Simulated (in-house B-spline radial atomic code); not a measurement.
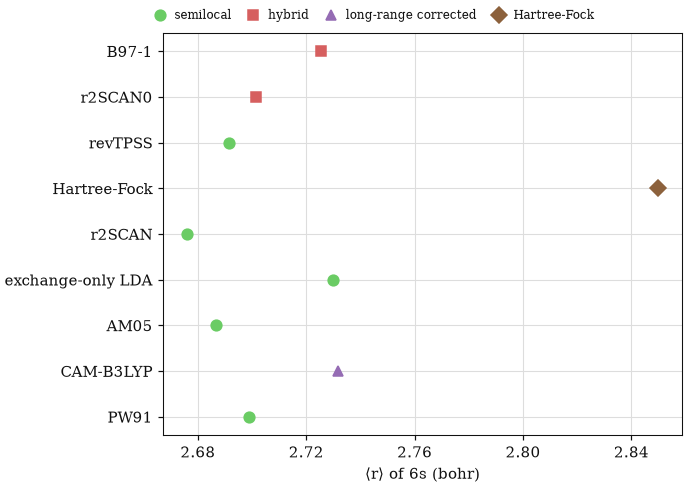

A free Hg atom; electrons: [Xe] 4f14 5d10 6s2. All runs are scalar-relativistic, spin-polarised and spherical, computed with an in-house B-spline radial code (spin-free X2C). Hartree-Fock is the average over the configuration. The plot shows the mean radius (bohr) of the 6s orbital by 9 methods.

Question: Rank the methods.

Answer: The most compact is r2SCAN (2.676) and the most diffuse Hartree-Fock (2.850), a spread of 6.4 %. In order (bohr): r2SCAN (2.676), AM05 (2.687), revTPSS (2.691), PW91 (2.699), r2SCAN0 (2.701), B97-1 (2.726), exchange-only LDA (2.730), CAM-B3LYP (2.732), Hartree-Fock (2.850).
